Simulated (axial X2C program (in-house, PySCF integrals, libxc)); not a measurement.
Relativistic diatomic calculation for TaP

TaP. The reference is closed-shell TaP; the roots are vertical excitation energies. The distance is the PBE0 minimum at charge 0. Computed at this level: EOM-EE-CCSD, two-component X2C with atomic mean-field Coulomb and Gaunt terms, Ta dyall-acv3z, P dyall-av3z (cores contracted) (axial X2C program (in-house, PySCF integrals, libxc)).

## Key numbers

- outcome: converged
- HF energy of the reference TaP: −15939.89731 hartree
- MP2 energy of the reference TaP: −15940.47912 hartree
- CCSD energy of the reference TaP (with the MP2 share of the virtual spinors left out of the coupled-cluster step): −15940.45603 hartree
- CCSD(T) energy of the reference TaP: −15940.48481 hartree
- T1 diagnostic (spinor form; for a closed shell √2 times the usual value): 0.047
- hardware: 1 thread of Arm Neoverse N1, 98 GiB of memory available, shared host
- wall time: 3.2 min
- peak memory: 1.1 GiB

## Input file
```
{"zs": [73, 15], "q": 0, "bas": ["dyall-acv3z", "dyall-av3z"], "r0": 2.28, "eom": "ee", "thr": -2.0, "nmax": 88}
```

The line is the task of a batch: nuclear charges, charge, bases, a first guess of the distance and further settings. This report covers the levels named above. The log is that of the reference distance 2.144 Å.

The run was one of a batch that the task file lists, launched with:
```bash
python <driver script> task.json out
```

## Log
```
two-component X2C + atomic mean field  HF
basis functions 256  fitting functions 1289  grid points 5082
iter        total energy     max residual
   1     -15939.845583900     5.73e-01
   2     -15939.892610790     2.09e-02
   3     -15939.893298558     2.18e-02
   4     -15939.897077984     1.66e-03
   5     -15939.897191602     1.12e-03
   6     -15939.897258554     5.87e-04
   7     -15939.897292178     2.80e-04
   8     -15939.897301647     2.02e-04
   9     -15939.897307258     1.43e-04
  10     -15939.897311365     5.99e-05
  11     -15939.897312307     9.39e-06
  12     -15939.897312368     5.63e-06
  13     -15939.897312385     4.59e-06
  14     -15939.897312396     2.84e-06
  15     -15939.897312400     1.35e-06
  16     -15939.897312402     1.04e-06
converged
one-electron -22409.57334437  Coulomb 6550.99736081  exact exchange -338.19192929  xc functional 0.00000000  nuclear repulsion 270.26541323  atomic mean-field constant -13.39481278
correlated 18  virtual 336  natural virtual 84  E(MP2) -0.581811455  MP2 remainder -0.136386904
iter   CCSD correlation   residual
   1     -0.387700919   3.53e-01
   2     -0.415103737   2.16e-01
   3     -0.420377474   6.21e-02
   4     -0.422009626   3.12e-02
   5     -0.422202852   1.34e-02
   6     -0.422319826   6.35e-03
   7     -0.422304481   3.60e-03
   8     -0.422306315   2.15e-03
   9     -0.422347032   1.39e-03
  10     -0.422318378   8.99e-04
  11     -0.422341206   5.25e-04
  12     -0.422329593   2.77e-04
  13     -0.422334939   1.40e-04
  14     -0.422331942   7.95e-05
  15     -0.422332576   4.64e-05
  16     -0.422332173   2.42e-05
  17     -0.422332213   1.44e-05
  18     -0.422332170   9.03e-06
  19     -0.422332229   5.96e-06
  20     -0.422332161   3.88e-06
  21     -0.422332222   2.58e-06
  22     -0.422332144   1.70e-06
  23     -0.422332178   1.25e-06
  24     -0.422332168   8.33e-07
(T) -0.028775762383589303  T1 0.0471  D1 0.0843  max T2 0.096
EOM-EE-CCSD roots
2*Omega      energy/Eh   energy/eV  one-particle weight
    0       0.05525143      1.5035      0.920
    0       0.05795002      1.5769      0.915
    0       0.06217542      1.6919      0.958
    0       0.06361909      1.7312      0.957
    0       0.08258477      2.2472      0.936
    2       0.01494922      0.4068      0.967
    2       0.06369694      1.7333      0.922
    2       0.06775989      1.8438      0.951
    2       0.08076161      2.1976      0.928
    4       0.02397685      0.6524      0.966
    4       0.06089019      1.6569      0.918
    4       0.07162175      1.9489      0.935
    6       0.03956581      1.0766      0.968
```

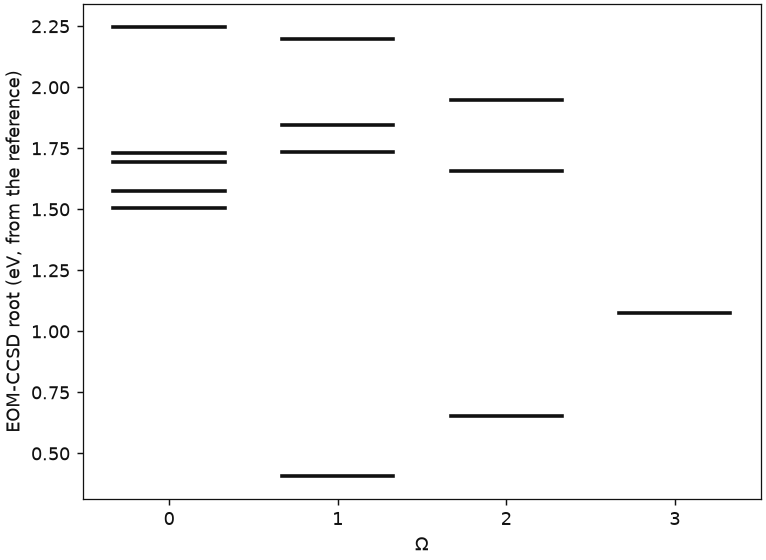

**Figure 1.** EOM-CCSD roots by Ω at 2.14 Å. The lowest has Ω = 1 and lies at 0.407 eV, with one-particle weight 0.97.
